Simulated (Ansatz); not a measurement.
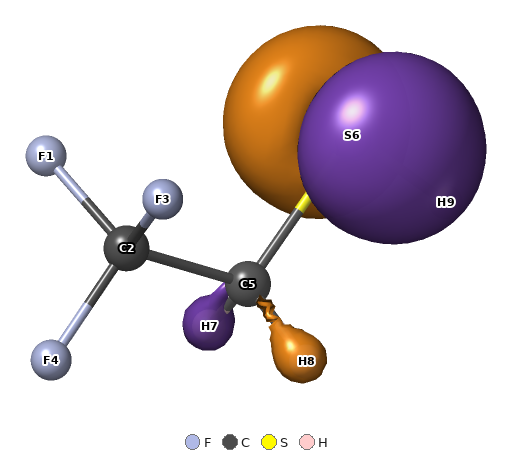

Figure 1: C$_{2}$H$_{3}$F$_{3}$S. The HOMO at ±0.2 Å⁻³ᐟ² (orange and purple are the two phases), seen at a tilt.

Geometry: PBE0-D4/def2-TZVP.

These are results of Ansatz 0.2.0, RKS PBE0-D4/def2-TZVPP, not measurements.

Input

```
crystal:
  periodic: [false, false, false]
  atoms:
    - {symbol: F, position_ang: [0.194558, -1.832421, 0.561913]}
    - {symbol: C, position_ang: [0.579359, -0.853535, -0.261705]}
    - {symbol: F, position_ang: [1.848112, -0.556479, 0.031658]}
    - {symbol: F, position_ang: [0.560562, -1.346913, -1.507889]}
    - {symbol: C, position_ang: [-0.324500, 0.351403, -0.178062]}
    - {symbol: S, position_ang: [-0.326901, 1.039072, 1.498976]}
    - {symbol: H, position_ang: [-1.323903, 0.026084, -0.467034]}
    - {symbol: H, position_ang: [0.044720, 1.082478, -0.897219]}
    - {symbol: H, position_ang: [-1.163506, 2.044112, 1.202260]}
basis:
  gaussian: {orbitals: def2-TZVPP}
hamiltonian: {xc: pbe0, dispersion: d4}
output: {orbitals: {seedname: orbitals}}
```

Command:

```sh
ansatz run in.yaml --threads 4 --pin off --events-out ev --progress --plain --max-ram 10444MiB
```

Describe this orbital and give its energy.

It lies mainly on S6 (about 85 %) and C5 (about 5 %); largely a lone pair of S6. Its energy is −7.38 eV.
